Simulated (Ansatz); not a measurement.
**How the smearing shapes the phonons of YS (Fm-3m)**

Aim: see how the phonons of YS (Fm-3m) along the first symmetry line respond to the electronic smearing.

Program: Ansatz 0.2.0. Level of theory: DFT PBEsol, scalar-relativistic, plane waves, PAW; PAW set soft_1. Results are calculated unless marked as measured.

## 1. Set-up

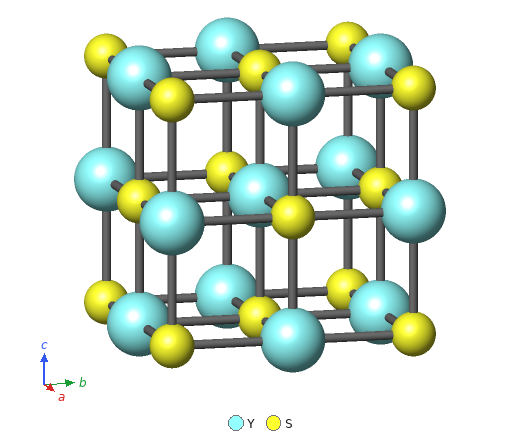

Start, viewed slightly off an axis; yttrium teal, sulfur yellow. This picture shows the conventional cell, with its axes. Some periodic images of atoms are drawn too.

## 2. Relaxation

Lattice constant and positions set the bands and the force constants, so the cell is relaxed first.

Contents of input.yaml:

```yaml
crystal:
  lattice:
    - [0.0, 2.74365, 2.74365]
    - [2.74365, 0.0, 2.74365]
    - [2.74365, 2.74365, 0.0]
  atoms:
    - { symbol: "Y", position: [0.5, 0.5, 0.5] }
    - { symbol: S, position: [0.0, 0.0, 0.0] }
kpoints:
  mp_grid: { grid: [10, 10, 10] }
hamiltonian:
  xc: pbesol
  pseudopotentials: { kind: paw, azcp: { folder: soft_1 }, xc_functional: pbe }
scf:
  occupations: { method: gaussian, width: 0.1 }
output:
  forces: true
  stress: true
  eigenvalues: true
relax:
  adjacent_minimum: "off"
  f_tol: 0.005
  max_steps: 80
  cell: { stress_tol: 0.05 }
```

Run with:

```
ansatz run input.yaml --threads 4 --pin off --max-ram 12288MiB --backend cpu --events-out ev --progress --plain --runs-dir out
```

Numbers of over 12 decimals in the logs are rounded to 6 here.

Output:

```text
[the first part of the log is left out]
  E_xc         = -268.350297
  E_vxc        = -291.664020  (∫ρ·V_xc dr)
  E_paw        = -3355.996980  (= ΣΔE_a)
  E_vpaw       = -49.004906  (= ΣTr[D̂ρ^β])
  E_aug_tail   = 0.000023  (compensation charges beyond the density's cutoff)
  E_ewald      = -1138.806137
  E_core_change = 0.210723  (= ΣΔE_core)
  E_smearing   = -0.005417  (= −TS)
  E_closure    = 0.000000  (closes the sum)
  Σ components = -4684.277618   (vs F -4684.277618, Δ=0.00e0)
--- Forces (eV/Å), atoms counted from 1 ---
  atom   1  Y      0.00000000    -0.00000000     0.00000000
  atom   2  S      0.00000000    -0.00000000    -0.00000000
  max |Σ_I F_I| component: 9.07e-30 eV/Å
--- Stress (GPa, compression-positive) ---
       -0.041414      -0.000000      -0.000000
       -0.000000      -0.041414      -0.000000
       -0.000000      -0.000000      -0.041414
  P = ⅓ Tr σ = -0.0414 GPa (-0.414 kbar)
--- Band table (eV; the first three rows and the last of 47) ---
  k-point 0: bands = ["-30.6270", "-10.5929", "-10.5929", "-10.5929", "-2.5777", "9.1696", "9.1696", "9.1696", "12.3419", "12.3419", "12.3419", "13.2000", "13.2000"]
  k-point 1: bands = ["-30.6239", "-10.6424", "-10.5963", "-10.5963", "-2.4583", "8.5987", "8.8695", "8.8695", "12.4645", "12.5497", "12.5497", "13.6776", "13.6776"]
  k-point 2: bands = ["-30.6158", "-10.7677", "-10.6050", "-10.6050", "-2.1381", "7.4855", "8.2783", "8.2783", "12.6834", "13.0913", "13.0913", "14.8548", "14.8548"]
  k-point 46: bands = ["-30.5843", "-10.8657", "-10.8012", "-10.7598", "-1.6725", "7.1782", "7.2020", "7.5147", "12.5008", "14.3246", "15.3159", "16.1364", "16.4930"]
--- Relaxed structure (3 steps of the walk, 2 accepted, 1 SCFs on fresh bases) ---
  F+E_penalty+E_count = -4684.27761831 eV   max|allowed force component| = 3.879e-30 eV/Å   (the final SCF, on the basis selected at the relaxed cell)
  cell:  # Å, volume = 40.7002 Å³
    - [0, 2.730165, 2.730165]
    - [2.730165, 0, 2.730165]
    - [2.730165, 2.730165, 0]
  atoms:
    - { symbol: Y, position: [0.5, 0.5, 0.5] }
    - { symbol: S, position: [0, 0, 0] }
```

Elapsed: 1.9 s, on 4 threads of Arm Neoverse V2, shared host; peak memory 0.32 GiB.

This run has no spin polarisation although its electron count is odd.

Step by step:

```
step  energy less that of the first step (eV)  largest force component (eV/Å)  pressure (GPa)  volume (Å³)
   1                                   0.0000                          0.0000           -1.52        41.31
   2                                   0.0002                          0.0000            1.69        40.04
   3                                  -0.0030                          0.0000           -0.04        40.70
   4                                  -0.0030                          0.0000           -0.04        40.70
```

The log counts 1 steps on a newly chosen plane-wave basis, not all of them marked here; energy and pressure can jump at such steps. Relaxation step 2 was tried and not accepted.

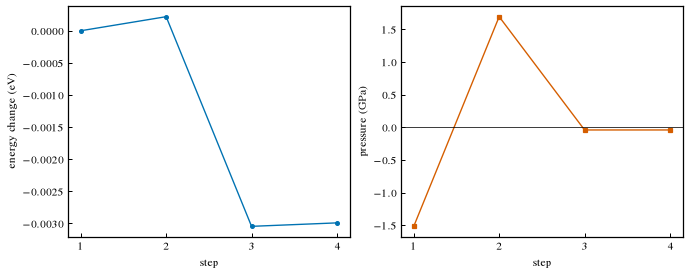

Energy and pressure along the relaxation.

```
conventional cell, symmetrised  before  after  change
                         a (Å)   5.487  5.460  -0.5 %
                         b (Å)   5.487  5.460  -0.5 %
                         c (Å)   5.487  5.460  -0.5 %
              volume (Å³/atom)   20.65  20.35  -1.5 %
```

Final coordinates:

```xyz
2
Lattice="0.0000 2.7302 2.7302 2.7302 0.0000 2.7302 2.7302 2.7302 0.0000" Properties=species:S:1:pos:R:3 pbc="T T T"
Y     2.7302    2.7302    2.7302
S     0.0000    0.0000    0.0000
```

Numbers from this step:

```
pressure          : -0.04141 GPa
volume per atom   : 20.35 Å³/atom
metallic on mesh  : yes
gap on the k-mesh : 0 eV
```

The largest force is now zero by symmetry and the largest stress component 0.041 GPa, small enough for phonons.

## 3. Phonons along a line: Fermi–Dirac smearing of 0.1 eV

Each wavevector is solved by itself, so no interpolation smooths a dip of the branch.

Contents of input.yaml:

```yaml
crystal:
  lattice:
    - [0.0, 2.7301649189, 2.7301649189]
    - [2.7301649189, 0.0, 2.7301649189]
    - [2.7301649189, 2.7301649189, 0.0]
  atoms:
    - { symbol: "Y", position: [0.5, 0.5, 0.5] }
    - { symbol: S, position: [0.0, 0.0, 0.0] }
kpoints:
  mp_grid: { grid: [16, 16, 16] }
hamiltonian:
  xc: pbesol
  pseudopotentials: { kind: paw, azcp: { folder: soft_1 }, xc_functional: pbe }
scf:
  occupations: { method: fermi_dirac, width: 0.1 }
output:
  eigenvalues: true
phonons:
  method: dfpt
  qpoints:
    - [0, 0, 0]
    - [0.0625, 0.0, 0.0625]
    - [0.1875, 0.0, 0.1875]
    - [0.3125, 0.0, 0.3125]
    - [0.4375, 0.0, 0.4375]
```

Output:

```text
[...]
Crystal: 2 atoms, lattice volume = 40.700 Å³
Basis set: ecut = 420 eV, 821 PW (Γ), exchange–correlation on 54×54×54 points (8 copies of the dense FFT grid, shifted against one another)
Bands: 13, of which v1, the nominal top of the filled ones, is band 9 counted from 1 (8 counted from 0)
Symmetry: 48 space group operations
k-points: 145 of 4096
[...]
SCF iter   1: F=—  HF=-4684.382178 eV  |F-HF|=—  |Δ(HF+E_count)|=         —  Δρ=2.43e-2  dr2=2.67e-1  ethr=3.10e-3  ⟨swp⟩=6.3  Hψ=26812  notcnv=0  defer=5
automatic band count: the SCF goes on with 17 bands, as 13 were too few: the levels above may hold too much charge
[...]
SCF iter   2: F=—  HF=-4684.314095 eV  |F-HF|=—  |Δ(HF+E_count)|=   6.81e-2  Δρ=1.25e-2  dr2=6.63e-2  ethr=1.57e-3  ⟨swp⟩=2.0  Hψ=4348  notcnv=0  defer=185
[...]
SCF iter   9: F=-4684.294929 eV  HF=-4684.294929 eV  |F-HF|=1.82e-12  |Δ(HF+E_count)|=  4.55e-12  Δρ=7.24e-8  dr2=2.25e-12  ethr=1.00e-12  ⟨swp⟩=10.6  Hψ=10895  notcnv=0
SCF 1 converged in 9 iterations: F = -4684.294929 eV  dr2 = 2.25e-12
[...]
NSCF: frozen V_eff on 145 k-points
[...]
DFPT response loops at q = (0, 0, 0) (fractional): preconditioner auto → Kerker (q_TF=auto, 2.359 Å⁻¹) (partly filled bands, converged f_vac=0.000); β = 1.00, the filter's whole step (`scf.mixing.beta` (0.50) is not read by the response loops under this deck's `scf.mixing.preconditioner`; to damp them name `kerker` or `kerker_dos`, under which they read `scf.mixing.beta`, and type it under 1.00, their step now; both keys bind the ground state too); Broyden in place of MSR1
[...]
SCF converged after 9 iterations
Free energy (F): -4684.294929 eV
[...]
Internal energy: -4684.267031 eV  (E = F + TS)
E sigma→0 (E₀):  -4684.280980 eV
Entropy (-TS):   -0.027897 eV (-13.949 meV/atom)
Fermi energy:    12.548639 eV
[...]
--- Band table (eV; the first three rows and the last of 145) ---
  k-point 0: bands = [... 5 lower, 9.1704, 9.1704, 9.1704, 12.3414, 12.3414, 12.3414, 13.1992, 13.1992, ... 4 higher]
  k-point 1: bands = [... 5 lower, 8.9259, 9.0432, 9.0432, 12.4001, 12.4265, 12.4265, 13.3925, 13.3925, ... 4 higher]
  k-point 2: bands = [... 5 lower, 8.3398, 8.7316, 8.7316, 12.5099, 12.6563, 12.6563, 13.9230, 13.9230, ... 4 higher]
  k-point 144: bands = [... 5 lower, 7.0655, 7.3327, 7.3327, 13.4039, 13.4039, 15.3930, 16.0608, 16.4936, ... 4 higher]
--- Phonons (Γ-DFPT): 2 representative perturbations + reference (Σ response iterations 6) ---
  ASR residual: 3.483e-4 → 0.000e0 eV/Å²; symmetrization residual: 8.660e-7 eV/Å²
  ASR residual per site (eV/Å²): 3.48e-4 1.25e-5
  Γ frequencies (cm⁻¹): 0.00 0.00 0.00 297.81 297.81 297.81
  non-analytic LO–TO correction: not included (Born effective charges unavailable; polar crystals: no LO–TO splitting at Γ)
--- Phonons (arbitrary-q DFPT): 5 explicit q-points ---
  q = [0, 0, 0] (of the zone-centre solve; hermiticity 2.25e-7, symmetrization 1.42e-13): -0.00 0.00 0.00 297.81 297.81 297.81
  q = [0.0625, 0, 0.0625] (4 solved perturbations in 3616 linear systems a pass and spin channel, the states on 1160 of 4096 k-point pairs; hermiticity 1.99e-7, symmetrization 3.37e-11): 17.56 17.56 53.46 297.54 297.72 297.72
[...]
sum rule: each row above includes the acoustic sum rule's correction from the zone centre's row sums; it moved no ω² by more than (1.03 cm⁻¹)²
```

The job ended after 2.5 min (4 threads; peak memory 1.7 GiB).

Reading the cycles: dr2 is the Hartree energy of the density residual (eV), the measure of convergence; HF is the Harris–Foulkes estimate of the energy, which meets the free energy F at convergence.

Each wavevector solved by linear response. Frequency against |q| along the line:

```
|q| along the line (Å⁻¹)  mode 1 = mode 2 (cm⁻¹)  mode 3 (cm⁻¹)  mode 4 (cm⁻¹)  mode 5 (cm⁻¹)  mode 6 (cm⁻¹)
                   0.000                       0              0            298            298            298
                   0.144                    17.6           53.5            298            298            298
                   0.431                    54.0            127            292            295            295
                   0.719                    83.0            123            291            291            292
                   1.007                    95.6            104            292            292            298
```

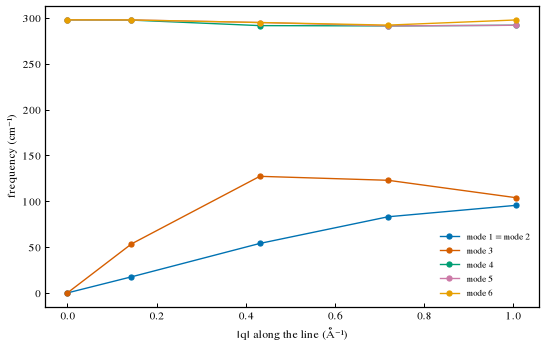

Frequency, plotted against |q| along the line.

## 4. Wavevectors along a line: Fermi–Dirac smearing of 0.25 eV

The smearing blurs the Fermi surface that screens the phonons; a Fermi–Dirac width is an electronic temperature.

Edit input.yaml of step 3 so:

```diff
@@ -14,3 +14,3 @@
 scf:
-  occupations: { method: fermi_dirac, width: 0.1 }
+  occupations: { method: fermi_dirac, width: 0.25 }
 output:
```

Wider smearing eases the sum over k-points of a metal but moves the result away from its zero-temperature value.

Output:

```text
band count auto-derived: 14 (N_el = 17.0; filled up to band 9; 13 by the electrons, moments and atoms)
[...]
Crystal: 2 atoms, lattice volume = 40.700 Å³
Basis set: ecut = 420 eV, 821 PW (Γ), exchange–correlation on 54×54×54 points (8 copies of the dense FFT grid, shifted against one another)
Bands: 14, of which v1, the nominal top of the filled ones, is band 9 counted from 1 (8 counted from 0)
Symmetry: 48 space group operations
k-points: 145 of 4096
[...]
SCF iter   1: F=—  HF=-4684.456309 eV  |F-HF|=—  |Δ(HF+E_count)|=         —  Δρ=2.47e-2  dr2=2.78e-1  ethr=3.10e-3  ⟨swp⟩=6.3  Hψ=27885  notcnv=0  defer=3
[...]
SCF iter   9: F=-4684.367760 eV  HF=-4684.367760 eV  |F-HF|=9.09e-13  |Δ(HF+E_count)|=  1.82e-12  Δρ=3.93e-8  dr2=2.70e-13  ethr=1.00e-12  ⟨swp⟩=10.9  Hψ=12130  notcnv=0
SCF 1 converged in 9 iterations: F = -4684.367760 eV  dr2 = 2.70e-13
[...]
SCF converged after 9 iterations
Free energy (F): -4684.367760 eV
[...]
Internal energy: -4684.196211 eV  (E = F + TS)
E sigma→0 (E₀):  -4684.281986 eV
Entropy (-TS):   -0.171549 eV (-85.775 meV/atom)
Fermi energy:    12.512886 eV
[...]
--- Band table (eV; the first three rows and the last of 145) ---
  k-point 0: bands = [... 5 lower, 9.1709, 9.1709, 9.1709, 12.3438, 12.3438, 12.3438, 13.2025, 13.2025, ... 6 higher]
  k-point 1: bands = [... 5 lower, 8.9264, 9.0437, 9.0437, 12.4024, 12.4289, 12.4289, 13.3958, 13.3958, ... 6 higher]
  k-point 2: bands = [... 5 lower, 8.3403, 8.7323, 8.7323, 12.5120, 12.6588, 12.6588, 13.9262, 13.9262, ... 6 higher]
  k-point 144: bands = [... 5 lower, 7.0663, 7.3334, 7.3334, 13.4060, 13.4060, 15.3960, 16.0651, 16.4986, ... 6 higher]
[...]
ASR residual: 8.588e-4 → 0.000e0 eV/Å²; symmetrization residual: 9.574e-7 eV/Å²
  ASR residual per site (eV/Å²): 8.59e-4 9.35e-5
  Γ frequencies (cm⁻¹): 0.00 0.00 0.00 292.99 292.99 292.99
[...]
--- Phonons (arbitrary-q DFPT): 5 explicit q-points ---
[...]
```

Wall time 2.8 min (4 threads); peak memory 1.8 GiB.

Each wavevector solved by linear response. Frequency against |q| along the line:

```
|q| along the line (Å⁻¹)  mode 1 = mode 2 (cm⁻¹)  mode 3 (cm⁻¹)  mode 4 (cm⁻¹)  mode 5 (cm⁻¹)  mode 6 (cm⁻¹)
                   0.000                       0              0            293            293            293
                   0.144                    18.1           53.5            293            293            293
                   0.431                    54.0            128            289            291            291
                   0.719                    81.4            124            288            288            290
                   1.007                    92.8           99.0            289            289            296
```

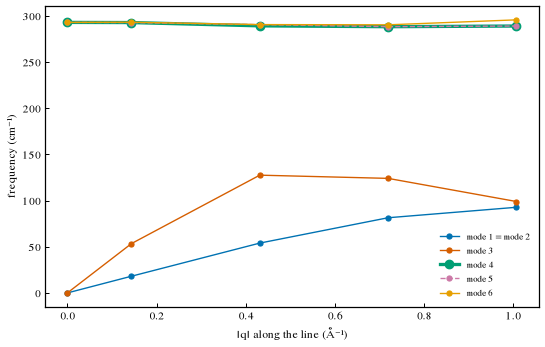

Frequency against |q| along the line.

Against step 3 (now smearing width 0.25 eV), the free energy moves by -36.4 meV an atom.

## 5. Phonons along a line: Fermi–Dirac smearing of 0.04 eV

Each wavevector is solved by itself, so no interpolation smooths a dip of the branch.

Edit input.yaml of step 4 so:

```diff
@@ -14,3 +14,3 @@
 scf:
-  occupations: { method: fermi_dirac, width: 0.25 }
+  occupations: { method: fermi_dirac, width: 0.04 }
 output:
```

Narrower smearing comes nearer the zero-temperature value but asks more of the mesh.

Output:

```text
[...]
Crystal: 2 atoms, lattice volume = 40.700 Å³
Basis set: ecut = 420 eV, 821 PW (Γ), exchange–correlation on 54×54×54 points (8 copies of the dense FFT grid, shifted against one another)
Bands: 13, of which v1, the nominal top of the filled ones, is band 9 counted from 1 (8 counted from 0)
Symmetry: 48 space group operations
k-points: 145 of 4096
[...]
SCF iter   1: F=—  HF=-4684.370567 eV  |F-HF|=—  |Δ(HF+E_count)|=         —  Δρ=2.43e-2  dr2=2.67e-1  ethr=3.10e-3  ⟨swp⟩=6.2  Hψ=11933  notcnv=0
[...]
SCF iter   9: F=-4684.283404 eV  HF=-4684.283404 eV  |F-HF|=0.00e0  |Δ(HF+E_count)|=  1.46e-11  Δρ=5.97e-8  dr2=7.38e-13  ethr=1.00e-12  ⟨swp⟩=6.6  Hψ=7854  notcnv=0
the search or the solves at the SCF's close seem to have found levels that the self-consistency loop had missed (the run counts 1). By its estimate they hold under 1e-12 electrons; where the run keeps them, the occupations were computed again with them
SCF 1 converged in 9 iterations: F = -4684.283404 eV  dr2 = 7.38e-13
[...]
WARN: eigensolver did not converge in 6 slots of this pass, the one above among them; of largest residual over every band (k=43): 1 band(s) unlocked (lowest unlocked band 12, counted from 0; max residual 2.99e-3 eV among the unlocked bands, 2.99e-3 eV over every band); of lowest unlocked band (k=5): band 12
[...]
SCF converged after 9 iterations
Free energy (F): -4684.283404 eV
[...]
Internal energy: -4684.279164 eV  (E = F + TS)
E sigma→0 (E₀):  -4684.281284 eV
Entropy (-TS):   -0.004241 eV (-2.120 meV/atom)
Fermi energy:    12.547715 eV
[...]
--- Band table (eV; the first three rows and the last of 145) ---
  k-point 0: bands = [... 5 lower, 9.1705, 9.1705, 9.1705, 12.3410, 12.3410, 12.3410, 13.1987, 13.1987]
  k-point 1: bands = [... 5 lower, 8.9259, 9.0432, 9.0432, 12.3998, 12.4261, 12.4261, 13.3920, 13.3920]
  k-point 2: bands = [... 5 lower, 8.3398, 8.7316, 8.7316, 12.5096, 12.6559, 12.6559, 13.9226, 13.9226]
  k-point 144: bands = [... 5 lower, 7.0655, 7.3326, 7.3326, 13.4037, 13.4037, 15.3925, 16.0601, 16.4928]
[...]
ASR residual: 5.913e-5 → 0.000e0 eV/Å²; symmetrization residual: 9.397e-7 eV/Å²
  ASR residual per site (eV/Å²): 5.91e-5 2.38e-5
  Γ frequencies (cm⁻¹): 0.00 0.00 0.00 298.80 298.80 298.80
[...]
--- Phonons (arbitrary-q DFPT): 5 explicit q-points ---
[...]
```

It took 2.4 min on 4 threads; peak memory 1.5 GiB.

(Continued in part 2 of 2.)

[Logs are printed without paths, hosts, clocks, repeated set-up lines and the standing remarks that a program may print on its own settings, such as how far it seeks lower states.]

[Hosts, paths, dates, database ids (printed as entryN), source tags and the programs' standing remarks are cut or masked in the printed files.]
